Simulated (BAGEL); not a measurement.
**CH4AlClO (SMILES C[O][AlH][Cl]): a chain of runs**

We compute a single-point energy (HF/cc-pVDZ), then a single-point energy (NEVPT2(2,2)/cc-pVDZ), then the energy (CASPT2(2,2)/cc-pVDZ) of CH4AlClO. 

The calculation is run with BAGEL 1.2.2.

1 further run of the same task is left out (set aside as unsound or not needed).

## 1. The system as given

CH4AlClO: 8 atoms, total charge 0, spin state singlet. SMILES: `C[O][AlH][Cl]`. One bond was lengthened or shortened from a relaxed shape.

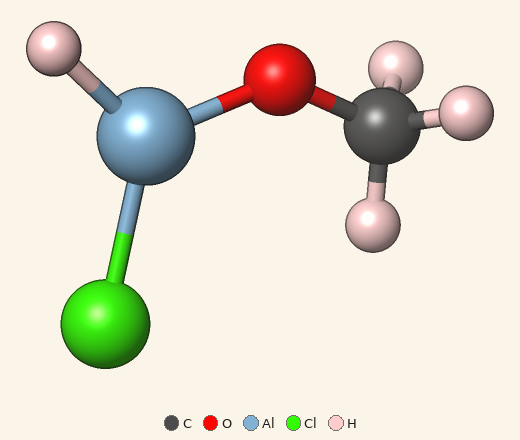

Viewed from a chosen angle; carbon dark grey, oxygen red, aluminium light blue, chlorine green, hydrogen pink.

## 2. The energy at HF/cc-pVDZ (density fitting with svp-jkfit) (run 1)

Input file input.json:

```json
{ "bagel": [

{
  "title": "molecule",
  "basis": "cc-pvdz.json",
  "df_basis": "svp-jkfit",
  "angstrom": "true",
  "geometry": [
    { "atom": "C", "xyz": [    0.036508,    1.196304,    0.141210 ] },
    { "atom": "O", "xyz": [    0.549608,   -0.002296,   -0.367790 ] },
    { "atom": "Al", "xyz": [    0.007708,   -1.573996,   -0.548390 ] },
    { "atom": "Cl", "xyz": [   -1.924692,   -2.062096,    0.102610 ] },
    { "atom": "H", "xyz": [    0.022708,    1.958104,   -0.644290 ] },
    { "atom": "H", "xyz": [   -0.982192,    1.081904,    0.528210 ] },
    { "atom": "H", "xyz": [    0.770200,    1.612600,    1.075000 ] },
    { "atom": "H", "xyz": [    0.942308,   -2.647596,   -1.194690 ] }
  ]
},
{
  "title": "hf",
  "charge": 0
},
{
  "title": "print",
  "file": "orbitals.molden",
  "orbitals": "true"
}

]}
```

The basis set cc-pVDZ is read from a file made from the Basis Set Exchange's data (not shown).

Run with:

```console
$ BAGEL_NUM_THREADS=1 BAGEL input.json > input.out
```

The log of the run:

```text
* using 1 threads per process

  ===============================================================
  ===============================================================

  *** Geometry ***

  { "atom" : "C", "xyz" : [      0.068990,      2.260687,      0.266848 ] },
  { "atom" : "O", "xyz" : [      1.038609,     -0.004339,     -0.695022 ] },
  { "atom" : "Al", "xyz" : [      0.014566,     -2.974421,     -1.036307 ] },
  { "atom" : "Cl", "xyz" : [     -3.637141,     -3.896797,      0.193905 ] },
  { "atom" : "H", "xyz" : [      0.042912,      3.700280,     -1.217532 ] },
  { "atom" : "H", "xyz" : [     -1.856074,      2.044502,      0.998172 ] },
  { "atom" : "H", "xyz" : [      1.455467,      3.047372,      2.031456 ] },
  { "atom" : "H", "xyz" : [      1.780704,     -5.003231,     -2.257637 ] },

  Number of auxiliary basis functions:      480

  Since a DF basis is specified, we compute 2- and 3-index integrals:
    o Being stored without compression. Storage requirement is 0.027 GB

  Number of basis functions:       84
  Number of electrons      :       48

    * METHOD: MOLECULE                             0.23

  *** RHF ***

  === Nuclear Repulsion ===
   195.3802342297

      * DIIS with orbital gradients will be used.

  === RHF iteration (cc-pvdz.json) ===
      0       -816.38260787          0.01435705           0.08
      1       -816.50577829          0.01111392           0.07
      2       -816.58028028          0.00126718           0.07
      3       -816.58176685          0.00035406           0.07
      4       -816.58188830          0.00007188           0.07
      5       -816.58189270          0.00001558           0.07
      6       -816.58189304          0.00000607           0.07
      7       -816.58189309          0.00000159           0.07
      8       -816.58189310          0.00000060           0.07
      9       -816.58189310          0.00000023           0.07
     10       -816.58189310          0.00000006           0.07
     11       -816.58189310          0.00000002           0.07
     12       -816.58189310          0.00000001           0.07
    * SCF iteration converged.

    * Permanent dipole moment:
           (   -0.141394,    -0.309679,     0.044266) a.u.

    * METHOD: HF                                   1.08

    * METHOD: PRINT                                0.02

  ===============================================================
```

It took 1.5 s on 1 thread of Arm Neoverse V1, shared host; peak memory 0.15 GiB.

## 3. A single-point energy at NEVPT2(2,2)/cc-pVDZ (density fitting with svp-jkfit) (run 2)

Edit input.json of step 2 so:

```diff
@@ -6,3 +6,3 @@
   "df_basis": "svp-jkfit",
-  "angstrom": "true",
+  "angstrom": true,
   "geometry": [
@@ -19,4 +19,13 @@
 {
-  "title": "hf",
-  "charge": 0
+  "title": "hf"
+},
+{
+  "title": "nevpt2",
+  "nstate": 1,
+  "nact": 2,
+  "nclosed": 23,
+  "active": [18, 30],
+  "maxiter": 200,
+  "natocc": true,
+  "ncore": 12
 },
@@ -25,3 +34,3 @@
   "file": "orbitals.molden",
-  "orbitals": "true"
+  "orbitals": true
 }
```

The basis set cc-pVDZ is read from a file made from the Basis Set Exchange's data (not shown).

Run with:

```console
$ BAGEL_NUM_THREADS=1 BAGEL input.json > input.out
```

The log of the run:

```text
* using 1 threads per process

  ===============================================================
  ===============================================================

  *** Geometry ***

  { "atom" : "C", "xyz" : [      0.068990,      2.260687,      0.266848 ] },
  { "atom" : "O", "xyz" : [      1.038609,     -0.004339,     -0.695022 ] },
  { "atom" : "Al", "xyz" : [      0.014566,     -2.974421,     -1.036307 ] },
  { "atom" : "Cl", "xyz" : [     -3.637141,     -3.896797,      0.193905 ] },
  { "atom" : "H", "xyz" : [      0.042912,      3.700280,     -1.217532 ] },
  { "atom" : "H", "xyz" : [     -1.856074,      2.044502,      0.998172 ] },
  { "atom" : "H", "xyz" : [      1.455467,      3.047372,      2.031456 ] },
  { "atom" : "H", "xyz" : [      1.780704,     -5.003231,     -2.257637 ] },

  Number of auxiliary basis functions:      480

  Since a DF basis is specified, we compute 2- and 3-index integrals:
    o Being stored without compression. Storage requirement is 0.027 GB

  Number of basis functions:       84
  Number of electrons      :       48

    * METHOD: MOLECULE                             0.24

  *** RHF ***

  === Nuclear Repulsion ===
   195.3802342297

      * DIIS with orbital gradients will be used.

  === RHF iteration (cc-pvdz.json) ===
      0       -816.38260787          0.01435705           0.07
      1       -816.50577829          0.01111392           0.07
      2       -816.58028028          0.00126718           0.06
      3       -816.58176685          0.00035406           0.07
      4       -816.58188830          0.00007188           0.07
      5       -816.58189270          0.00001558           0.06
      6       -816.58189304          0.00000607           0.07
      7       -816.58189309          0.00000159           0.07
      8       -816.58189310          0.00000060           0.07
      9       -816.58189310          0.00000023           0.07
     10       -816.58189310          0.00000006           0.07
     11       -816.58189310          0.00000002           0.07
     12       -816.58189310          0.00000001           0.06
    * SCF iteration converged.

    * Permanent dipole moment:
           (   -0.141394,    -0.309679,     0.044266) a.u.

    * METHOD: HF                                   1.05

    * freezing 12 orbitals
  ---------------------------
      CASSCF calculation
  ---------------------------

    ==== Active orbitals : =====
         Orbital 18
         Orbital 30
    ============================

    * nstate   :      1
    * nclosed  :     23
    * nact     :      2
    * nvirt    :     59
  === CASSCF iteration (cc-pvdz.json) ===

    * Using the second-order algorithm

      0  0      -816.58224502     9.01e-05      0.02

      1  0      -816.58700095     5.75e-04      0.35

      2  0      -816.60138706     9.25e-04      0.32

      3  0      -816.60273093     1.18e-04      0.38

      4  0      -816.60274995     1.87e-05      0.34

      5  0      -816.60275027     2.83e-06      0.36

      6  0      -816.60275028     5.05e-07      0.38

      7  0      -816.60275028     1.09e-07      0.35

      8  0      -816.60275028     2.62e-08      0.32

      9  0      -816.60275028     6.52e-09      0.29

    * Second-order optimization converged. *

     guess   0:   closed 1.                   open ..

  === FCI iteration ===

      0  0      -816.58152275     8.49e-02      0.00
      1  0      -816.60275015     1.61e-04      0.00
      2  0 *    -816.60275028     1.11e-15      0.00

     * ci vector, state   0, <S^2> = 0.0000
       2.     0.9922816924
       .2    -0.1240042053

  === DF-NEVPT2 calculation ===

    * 3-index integral transformation done
    * assembly done

      NEVPT2 correlation energy:   -0.5038464817      0.16

          (+0)     -0.4529736080
          (+0)'    -0.0140564222
          (+1)     -0.0059158640
          (+1)'    -0.0000000000
          (+2)     -0.0001999081
          (-1)     -0.0221555032
          (-1)'     0.0000000000
          (-2)     -0.0085451761

      NEVPT2 total energy:       -817.1065967605

    * METHOD: NEVPT2                               3.55

    * METHOD: PRINT                                0.02

  ===============================================================
```

Wall time 5.1 s (1 thread of Arm Neoverse V1, shared host); peak memory 0.15 GiB.

## 4. The energy at CASPT2(2,2)/cc-pVDZ (density fitting with svp-jkfit) (run 3)

Input file input.json:

```json
{ "bagel": [

{
  "title": "molecule",
  "basis": "cc-pvdz.json",
  "df_basis": "svp-jkfit",
  "angstrom": true,
  "geometry": [
    { "atom": "C", "xyz": [       0.036508,       1.196304,       0.141210 ] },
    { "atom": "O", "xyz": [       0.549608,      -0.002296,      -0.367790 ] },
    { "atom": "Al", "xyz": [       0.007708,      -1.573996,      -0.548390 ] },
    { "atom": "Cl", "xyz": [      -1.924692,      -2.062096,       0.102610 ] },
    { "atom": "H", "xyz": [       0.022708,       1.958104,      -0.644290 ] },
    { "atom": "H", "xyz": [      -0.982192,       1.081904,       0.528210 ] },
    { "atom": "H", "xyz": [       0.770200,       1.612600,       1.075000 ] },
    { "atom": "H", "xyz": [       0.942308,      -2.647596,      -1.194690 ] }
  ]
},

{
  "title": "hf"
},

{
  "title": "casscf",
  "nstate": 1,
  "nact": 2,
  "nclosed": 23,
  "active": [18, 30],
  "maxiter": 200,
  "natocc": true
},

{
  "title": "print",
  "file": "orbitals.molden",
  "orbitals": true
},

{
  "title": "smith",
  "method": "caspt2",
  "ms": true,
  "xms": true,
  "sssr": true,
  "shift": 0.2,
  "shift_imag": true,
  "ncore": 12
}

]}
```

The basis set cc-pVDZ is read from a file made from the Basis Set Exchange's data (not shown).

Run with:

```console
$ BAGEL_NUM_THREADS=1 BAGEL input.json > input.out
```

The log of the run:

```text
* using 1 threads per process

  ===============================================================
  ===============================================================

  *** Geometry ***

  { "atom" : "C", "xyz" : [      0.068990,      2.260687,      0.266848 ] },
  { "atom" : "O", "xyz" : [      1.038609,     -0.004339,     -0.695022 ] },
  { "atom" : "Al", "xyz" : [      0.014566,     -2.974421,     -1.036307 ] },
[... 4 lines of this table left out ...]
  { "atom" : "H", "xyz" : [      1.780704,     -5.003231,     -2.257637 ] },

  Number of auxiliary basis functions:      480

  Since a DF basis is specified, we compute 2- and 3-index integrals:
    o Being stored without compression. Storage requirement is 0.027 GB

  Number of basis functions:       84
  Number of electrons      :       48

    * METHOD: MOLECULE                             0.24

  *** RHF ***

  === Nuclear Repulsion ===
   195.3802342297

      * DIIS with orbital gradients will be used.

[... 6 lines left out ...]
    * SCF iteration converged.
[... 1 line left out ...]
    * Permanent dipole moment:
[... 27 lines left out ...]
    * Second-order optimization converged. *
[... 9 lines left out ...]
     * ci vector, state   0, <S^2> = 0.0000
[... 16 lines left out ...]
    * Zeroth order energy : state  0       -1.0684589419
[... 3 lines left out ...]
      -------------------------------------------  CASPT2 iteration  ---------------------------------------------------
       #      aibj      arbs      arbi      airj      risj      airs      arst      rist         Etot      error   time
      ------------------------------------------------------------------------------------------------------------------

       0  -0.45168  -0.01029  -0.02290  -0.00628  -0.00028  -0.01226  -0.00000  -0.00000   -0.5036884  0.0014772   0.08
       1  -0.45188  -0.01036  -0.02300  -0.00641  -0.00030  -0.01256  -0.00000  -0.00000   -0.5045120  0.0002423   0.07
       2  -0.45190  -0.01036  -0.02299  -0.00641  -0.00030  -0.01257  -0.00000  -0.00000   -0.5045392  0.0000508   0.07
       3  -0.45189  -0.01036  -0.02299  -0.00641  -0.00030  -0.01257  -0.00000  -0.00000   -0.5045401  0.0000114   0.07
       4  -0.45189  -0.01036  -0.02299  -0.00641  -0.00030  -0.01257  -0.00000  -0.00000   -0.5045401  0.0000026   0.07
       5  -0.45189  -0.01036  -0.02299  -0.00641  -0.00030  -0.01257  -0.00000  -0.00000   -0.5045402  0.0000005   0.08

      ------------------------------------------------------------------------------------------------------------------

    * CASPT2 energy : state  0     -817.1098470975
        w/o shift correction       -817.1072904293
        reference weight              0.8569456374

    * METHOD: SMITH                                0.65

  ===============================================================
```

Wall time 5.4 s (1 thread of Arm Neoverse V1, shared host); peak memory 0.18 GiB.

## 5. Summary of results

| quantity | value |
| --- | --- |
| run 1, HF/cc-pVDZ: total energy | -816.58189 Eh |
| run 1, HF/cc-pVDZ: dipole moment | 0.87 D |
| run 1, HF/cc-pVDZ: HOMO energy | -11.95 eV |
| run 1, HF/cc-pVDZ: LUMO energy | 1.98 eV |
| run 1, HF/cc-pVDZ: HOMO–LUMO gap | 13.93 eV |
| run 2, NEVPT2(2,2)/cc-pVDZ: total energy | -817.10660 Eh |
| run 3, CASPT2(2,2)/cc-pVDZ: total energy | -817.10985 Eh |
